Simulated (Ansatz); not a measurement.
## Profile along the Ti–O line in TiO (space group C2/m)

TiO (space group C2/m)

```yaml
crystal:
  lattice:
    - [4.60386, -2.06169, 0.00000]
    - [4.60386, 2.06169, 0.00000]
    - [-1.71751, 0.00000, 5.49664]
  atoms:
    - { symbol: Ti, position: [0.65216, 0.65216, 0.32404] }
    - { symbol: Ti, position: [0.34784, 0.34784, 0.67596] }
    - { symbol: Ti, position: [0.66487, 0.66487, 0.83042] }
    - { symbol: Ti, position: [0.33513, 0.33513, 0.16958] }
    - { symbol: Ti, position: [0.00000, 0.00000, 0.50000] }
    - { symbol: O, position: [0.50000, 0.50000, 0.00000] }
    - { symbol: O, position: [0.83059, 0.83059, 0.16809] }
    - { symbol: O, position: [0.16941, 0.16941, 0.83191] }
    - { symbol: O, position: [0.83075, 0.83075, 0.65839] }
    - { symbol: O, position: [0.16925, 0.16925, 0.34161] }
```

Fields along a shortest Ti–O line of a (100) plane (2.06 Å), from Ti to O, interpolated on the slice's grid (step about 0.2 Å). All values below come from PBEsol (plane waves to 420 eV, PAW, scalar-relativistic; Ansatz, a first-principles code). k mesh 12×12×8. These are valence fields of a PAW run, semicore shells included where kept as valence: close to a nucleus they are smooth pseudo fields. TiO is run without spin polarisation and with no Hubbard U. TiO was relaxed with its symmetry unable to fall.

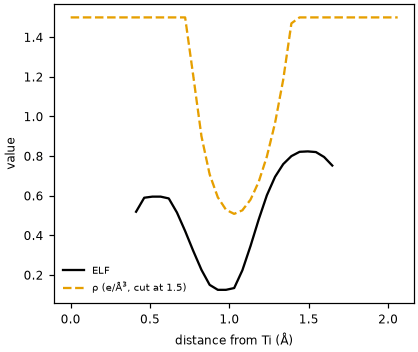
ELF (away from the nuclei) and valence density from Ti to O.

Density on the Ti–O line (2.06 Å) at its midpoint: 0.51 e/Å³. ELF at that point: 0.13.
